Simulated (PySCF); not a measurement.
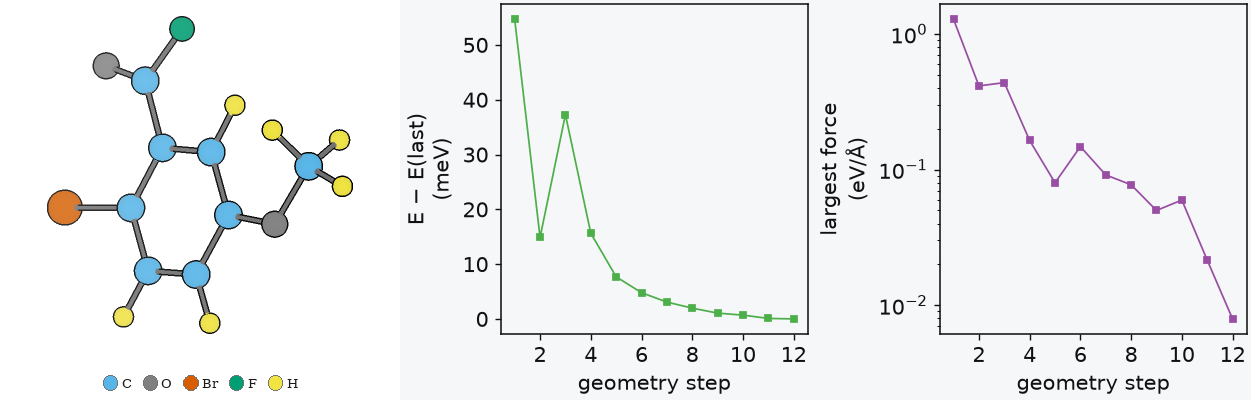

Beside the plot: the molecule at the start.

History of a geometry optimisation.

The run: 2-Bromo-5-methoxybenzoyl fluoride (2l) (SMILES COc1ccc(Br)c(C(=O)F)c1), by PBE0-D3(BJ)/def2-SVP, geometry optimisation in PySCF 2.14.0, density fitting.

### How did it end, and what did it gain?

The optimisation met its thresholds at geometry 12, counting the start as the first. The energy fell by about 55 meV from the first step to the last, with a rise at step 3. The largest force goes from about 1.3 eV/Å at the start to 8 × 10⁻³ eV/Å at the end.
